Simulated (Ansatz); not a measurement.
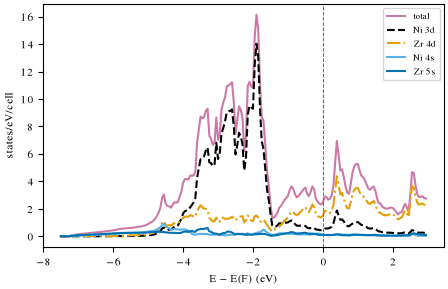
Figure: Total and projected density of states of ZrNi in space group Cmcm (No. 63; Zr on 4c, Ni on 4c), DFT-LDA in the program Ansatz with PAW potentials

Q: Which orbitals carry the states next to the Fermi level?

A: Within 0.5 eV of the Fermi level: Zr 4d 62 %, Ni 3d 22 %, outside the projected shells 8 %. Projections are on Löwdin-orthogonalised atomic valence shells; empty p or d shells of many metals are not among them.

Q: Where is the tallest occupied peak in this window, and what makes it?

A: Near -1.9 eV, about 16 states/eV per cell; the largest projected share is Ni 3d.

The workflow started from a Materials Project entry (that database holds measured and hypothetical structures alike); the Crystallography Open Database files this formula in space group No. 63, but the cells were not matched. Its standing as an ambient phase is unchecked. Symmetry was held in the LDA relaxation; whether a distortion lowers the energy is not shown. No spin polarisation was allowed. Scalar-relativistic: spin–orbit coupling is off unless named, which matters more the heavier the elements.

Potentials: the later of the program's two PAW sets.
